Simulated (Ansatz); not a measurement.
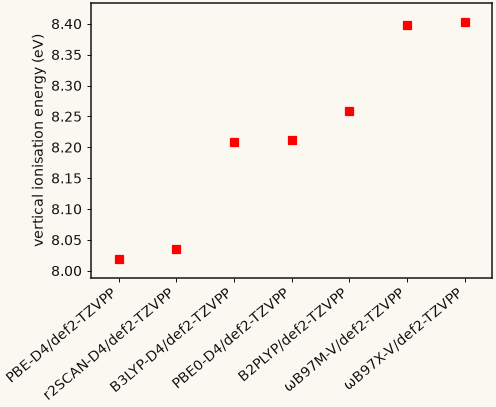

Vertical ionisation energy of C₈H₈O, SMILES C=COc1ccccc1, taken as the energy of the cation less that of the neutral at fixed geometry (unrestricted doublet cation, cores frozen in correlated methods, no spin-orbit coupling), the Ansatz code 0.2.0, at a PBE0-D4/def2-TZVP geometry (no frequency check).

### What range do the values span?

From 8.02 eV (PBE-D4/def2-TZVPP) to 8.40 eV (ωB97X-V/def2-TZVPP).

### Give the values.

```tsv
level	eV
PBE-D4/def2-TZVPP	8.02
r2SCAN-D4/def2-TZVPP	8.03
B3LYP-D4/def2-TZVPP	8.21
PBE0-D4/def2-TZVPP	8.21
B2PLYP/def2-TZVPP	8.26
ωB97M-V/def2-TZVPP	8.40
ωB97X-V/def2-TZVPP	8.40
```

Limits of at least one run: one conformer of a flexible molecule.
